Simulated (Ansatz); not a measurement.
# AlCl2F (SMILES [F][Al]([Cl])[Cl]): levels of theory compared

We compute a comparison of 6 runs (UHF/STO-3G, B2PLYP/STO-3G, BHLYP/STO-3G, SVWN5/STO-3G, UPBE/STO-3G, CCSDT(Q)/STO-3G) of AlCl2F. 

Program for the calculation: Ansatz 0.2.0.

61 further runs of the same task are left out: 5 that didn't finish, 56 set aside as unsound or not needed.

**1. The system as given**

AlCl2F has 4 atoms, charge 0, and is taken as a singlet. As SMILES, `[F][Al]([Cl])[Cl]`. The Al2–F1 distance was set to 4.082 Å, away from the relaxed value. At this shape a bond of the SMILES string is far longer than usual.

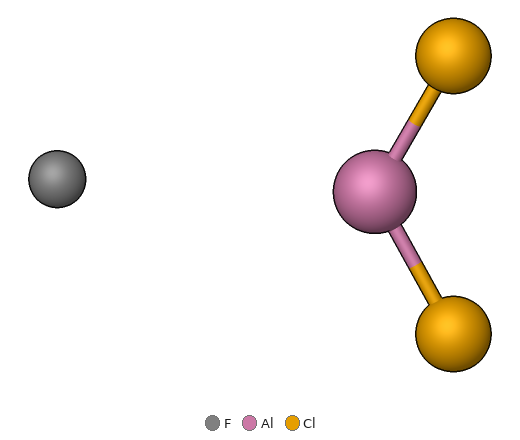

The structure, seen from a chosen angle (fluorine grey, aluminium pink, chlorine amber).

**2. The energy at UHF/STO-3G (run 1)**

input.yaml reads:

```yaml
crystal:
  periodic: [false, false, false]
  atoms:
    - symbol: F
      position_ang: [0.211349, 0.938250, 4.065452]
    - symbol: Al
      position_ang: [0.004800, 0.021530, 0.093600]
    - symbol: Cl
      position_ang: [1.223040, -1.463690, -0.663450]
    - symbol: Cl
      position_ang: [-1.315270, 1.053930, -1.112510]
basis:
  gaussian:
    orbitals: STO-3G
magnetization:
  spin_polarized: true
  initial_magnetization: 0
hamiltonian:
  xc: hf
accuracy: high
```

Run with:

```sh
$ ansatz run input.yaml --threads 1 --pin off --max-ram 3480MiB --events-out events.jsonl --progress --plain --runs-dir runs
```

What it wrote:

```text
Warning: RAYON_NUM_THREADS=1 ignored (pool sized by the plan → 1); use --threads N
Functional definition: HF
  name "HF"
  exchange = exact_x
  correlation = 0
554 factors; integrals over basis functions are off by at most 1.8e-8 eV
mean field evaluation 1: about -33898.2518 eV, gradient 1.7e1 eV
mean field evaluation 2: about -33898.2607 eV, gradient 1.7e1 eV
mean field evaluation 4: about -33900.8863 eV, gradient 4.7e0 eV
mean field evaluation 8: about -33900.8864 eV, gradient 4.7e0 eV
mean field evaluation 16: about -33908.1465 eV, gradient 9.4e0 eV
mean field evaluation 32: about -33913.4627 eV, gradient 6.6e-5 eV
mean field evaluation 64: about -33913.4603 eV, gradient 7.2e-3 eV
mean field evaluation 96: about -33913.4609 eV, gradient 9.2e-2 eV
mean field evaluation 128: about -33913.4103 eV, gradient 1.2e0 eV
mean field evaluation 160: about -33913.4627 eV, gradient 9.2e-3 eV
mean field -33913.46269941 eV, -1246.2967668327 hartree, gradient 8.8e-9 eV, S^2 1.003204; 5 other end points of the search recorded, 0 dependent functions left out
reference -33913.46269941 eV, -1246.2967668327 hartree; 28, 28 occupied and 4, 4 virtual orbitals, 554 factors
Total energy: -33913.46269941 eV, -1246.2967668327 hartree
```

Run time: 1.7 s. Hardware: 1 thread of Arm Neoverse V1, shared host; peak memory 0.1 GiB.

**3. The energy at B2PLYP/STO-3G (run 2)**

run.yaml reads:

```yaml
crystal:
  periodic: [false, false, false]
  atoms:
    - {symbol: F, position_ang: [0.211349, 0.938250, 4.065452]}
    - {symbol: Al, position_ang: [0.004800, 0.021530, 0.093600]}
    - {symbol: Cl, position_ang: [1.223040, -1.463690, -0.663450]}
    - {symbol: Cl, position_ang: [-1.315270, 1.053930, -1.112510]}
basis:
  gaussian:
    orbitals: STO-3G
hamiltonian:
  xc: {name: B2PLYP}
correlation:
  frozen_orbitals: {Al: 5, Cl: 5, F: 1}
accuracy: high
```

Run with:

```sh
$ ansatz run run.yaml --threads 1 --pin off --max-ram 3480MiB --events-out events.jsonl --progress --plain --runs-dir runs
```

What it wrote, shortened:

```text
Warning: RAYON_NUM_THREADS=1 ignored (pool sized by the plan → 1); use --threads N
Functional definition: B2PLYP
  name "B2PLYP"
[...]
554 factors; integrals over basis functions are off by at most 1.8e-8 eV
[...]
mean field -33947.72206282 eV, -1247.5557752163 hartree, gradient 2.8e-8 eV, S^2 0.000000; 4 other end points of the search recorded, 0 dependent functions left out; unrestricted orbitals would lower it
16 core orbitals not correlated: weight in the atoms' cores, before any rotation towards them, 0.999 or more for the frozen orbitals, at most 0.000 for the correlated occupied ones
reference -33947.72208202 eV, -1247.5557759219 hartree; 12, 12 occupied and 4, 4 virtual orbitals, 554 factors
second order -14.45045115 eV of doubles, -0.00000000 eV of singles
Total energy: -33951.62370383 eV, -1247.6991578788 hartree
```

Wall time 4.8 s (1 thread of Arm Neoverse V1, shared host); peak memory 0.13 GiB.

**4. The energy at BHLYP/STO-3G (run 3)**

run.yaml reads:

```yaml
crystal:
  periodic: [false, false, false]
  atoms:
    - symbol: F
      position_ang: [0.211349, 0.938250, 4.065452]
    - symbol: Al
      position_ang: [0.004800, 0.021530, 0.093600]
    - symbol: Cl
      position_ang: [1.223040, -1.463690, -0.663450]
    - symbol: Cl
      position_ang: [-1.315270, 1.053930, -1.112510]
basis:
  gaussian: {orbitals: STO-3G}
hamiltonian: {xc: {name: BHLYP}}
accuracy: high
```

Run with:

```sh
$ ansatz run run.yaml --threads 1 --pin off --max-ram 3480MiB --events-out events.jsonl --progress --plain --runs-dir runs
```

What it wrote:

```text
Warning: RAYON_NUM_THREADS=1 ignored (pool sized by the plan → 1); use --threads N
Functional definition: BHLYP
  name "BHLYP"
  parameter a = 0.5
  exchange = (1 - a)*b88_x + a*exact_x
  correlation = lyp_c
554 factors; integrals over basis functions are off by at most 1.8e-8 eV
mean field evaluation 1: about -33952.6515 eV, gradient 2.8e1 eV
mean field evaluation 2: about -33590.4950 eV, gradient 3.8e1 eV
mean field evaluation 4: about -33955.4578 eV, gradient 1.7e1 eV
mean field evaluation 8: about -33955.4565 eV, gradient 1.7e1 eV
mean field evaluation 16: about -33964.1302 eV, gradient 5.2e-5 eV
mean field evaluation 32: about -33964.1226 eV, gradient 1.1e-1 eV
mean field -33964.13024729 eV, -1248.1587648734 hartree, gradient 3.0e-8 eV, S^2 0.000000; 4 other end points of the search recorded, 0 dependent functions left out
reference -33964.13026776 eV, -1248.1587656256 hartree; 28, 28 occupied and 4, 4 virtual orbitals, 554 factors
Total energy: -33964.13026776 eV, -1248.1587656256 hartree
```

Run time: 3.3 s. Hardware: 1 thread of Arm Neoverse V1, shared host; peak memory 0.12 GiB.

Runs 4 to 5 aren't shown in full; the table further down has their settings and results.

**5. The energy at CCSDT(Q)/STO-3G (run 6)**

Edit run.yaml of step 4 so:

```diff
@@ -12,4 +12,9 @@
 basis:
-  gaussian: {orbitals: STO-3G}
-hamiltonian: {xc: {name: BHLYP}}
+  gaussian:
+    orbitals: STO-3G
+correlation:
+  method: ccsdt_q
+  frozen_orbitals: {Al: 5, Cl: 5, F: 1}
 accuracy: high
+scf:
+  omitted_lower_state_checks: [cluster_reference, increment]
```

Run with:

```sh
$ ansatz run run.yaml --threads 1 --pin off --max-ram 3480MiB --events-out events.jsonl --progress --plain --runs-dir runs
```

What it wrote:

```text
Warning: RAYON_NUM_THREADS=1 ignored (pool sized by the plan → 1); use --threads N
[... 13 lines left out ...]
16 core orbitals not correlated: weight in the atoms' cores, before any rotation towards them, 0.999 or more for the frozen orbitals, at most 0.000 for the correlated occupied ones
[... 77 lines left out ...]
WARN: these amplitudes may be one of several solutions (largest doubles amplitude 1.01, level shift 18.06 eV)
Total energy: -33914.19480549 eV, -1246.3236712350 hartree
Checks for a lower state left out: cluster_reference, increment
```

It took 1.8 s on 1 thread of Arm Neoverse V1, shared host; peak memory 0.09 GiB.

**6. The series**

```csv
run,level,frozen core orbitals,energy (Eh),wall time
1,UHF/STO-3G,–,-1246.296767,1.7 s
2,B2PLYP/STO-3G,16,-1247.699158,4.8 s
3,BHLYP/STO-3G,–,-1248.158766,3.3 s
4,SVWN5/STO-3G,–,-1243.414357,2.7 s
5,UPBE/STO-3G,–,-1247.596871,48 s
6,CCSDT(Q)/STO-3G,16,-1246.323671,1.8 s
```

**7. Outcome**

| quantity | value |
| --- | --- |
| run 6: total energy | -1246.32367 Eh |
| run 6: correlation energy (16 core orbitals frozen) | -299.1 mEh |
| run 6: T1 diagnostic | 0.040 |

**Reading.** Totals of different functionals can't be ranked against each other. In runs 2, 6 the log says that unrestricted orbitals would lower the reference, so the values rest on an unstable closed-shell determinant (other closed-shell runs at this shape may share the fault). In runs 1, 2, 3, 4, 5, 6 the basis is minimal, so the values are rough. Spin contamination of the reference: run 1 ⟨S²⟩ = 1.00, run 5 ⟨S²⟩ = 1.00. Where it is this large, the reference is a mixture of spin states, and values that rest on it are in doubt. All runs together took 62 s, the longest 48 s.
